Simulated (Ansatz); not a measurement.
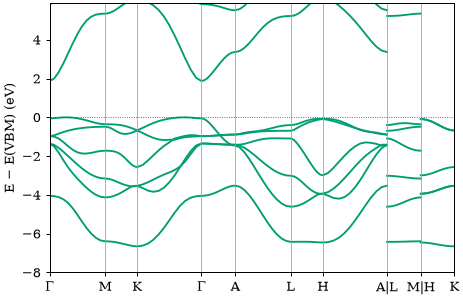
Fig. 1. Band structure from DFT-PBE+D3(BJ) in the program Ansatz with PAW potentials

**Question.** Read off the gap and where the band edges lie.

**Answer.** About 1.9 eV (1.87 eV by a search for the band edges); maximum on the K–Γ line, 73 % of the way from K, minimum at Γ.

The material is SnO$_{2}$ (CdI2 type, P-3m1).

A made-up cell: these elements were put on the sites of a structure type; neither database checked (COD, Materials Project) lists it. It is not the phase usual at ambient conditions (space group No. 136). The cell was relaxed with PBE+D3(BJ) under the symmetry of its start; phonons on a q-mesh show no instability. Scalar-relativistic: spin–orbit coupling is off unless named, which matters more the heavier the elements.

Potentials: the later of the program's two PAW sets.
